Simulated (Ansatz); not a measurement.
Input file:

```
crystal:
  periodic: [false, false, false]
  atoms:
    - { symbol: Zn, position_ang: [-0.866743, -1.25598, 0.416997] }
    - { symbol: H, position_ang: [0.167793, -1.14039, -0.704988] }
    - { symbol: O, position_ang: [-2.02626, -1.28313, 1.769362] }
    - { symbol: H, position_ang: [1.078481, 0.40331, -1.428843] }
    - { symbol: P, position_ang: [0.771012, 1.659074, -0.899018] }
    - { symbol: H, position_ang: [-2.446062, -2.120505, 1.985888] }
    - { symbol: H, position_ang: [1.878615, 2.347598, -1.466975] }
    - { symbol: H, position_ang: [1.443165, 1.389923, 0.327577] }
basis:
  gaussian: { orbitals: def2-mTZVP }
hamiltonian:
  xc: pbe0
relax:
  f_tol: 0.03
  max_steps: 50
output:
  orbitals: {}
```

Command:

```sh
ansatz run input.yaml --threads 2 --pin off --max-ram 3072MiB --backend cpu --events-out ev --progress --plain --runs-dir out
```

The fields are those of the relaxed geometry.

Method: Ansatz 0.2.0, RKS PBE0/def2-mTZVP.

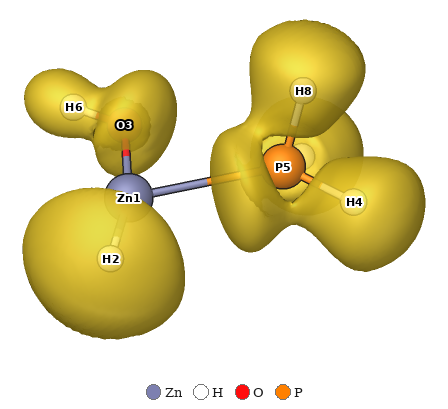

H₅OPZn. Isosurface of the ELF at 0.75 (yellow), seen at an oblique angle. Core shells and regions of very low density are left out.

Identify the bonds, lone pairs and shells in this picture.

Answer. The ELF exceeds this value in one region around a hydrogen nucleus, one joined region spread over several atoms (H, O), in which their bonds and any lone pairs are merged and one joined region spread over several atoms (H, P), in which their bonds and any lone pairs are merged.

Values along the shortest contacts:
Zn–O (1.82 Å): the ELF peaks at about 0.85 in the valence shell of O, 0.5 Å from its nucleus, and is about 0.20 at the midpoint. Zn–P (2.74 Å): the ELF peaks at about 1 in the valence shell of P, 1.0 Å from its nucleus, and drops to about 0.10 between the two atoms.
